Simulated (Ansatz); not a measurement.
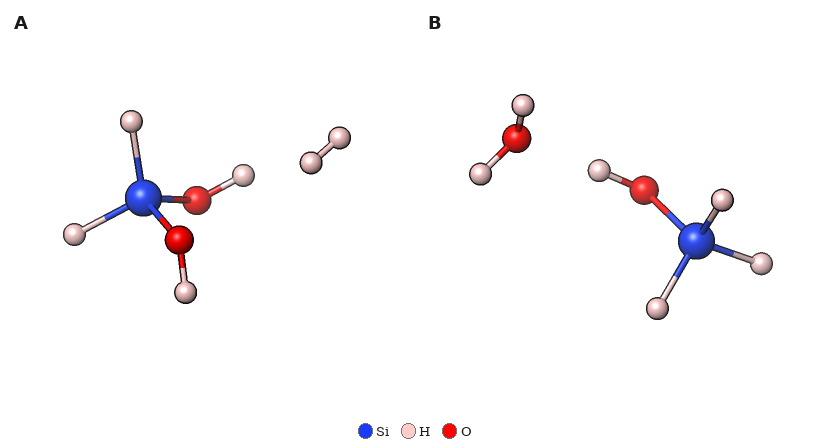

2 stationary structures of one formula. Geometries: PBE0-D4/def2-TZVP. Electronic energies: PBE-QIDH (frozen core)/def2-TZVPP (Ansatz 0.2.0), without zero-point energy. No frequency run is at hand to confirm each as a minimum. Each is one conformer, not always the lowest.

Which structure is the most stable?

Answer. A is lowest; B lies 66.7 kJ/mol above it (a minimum).
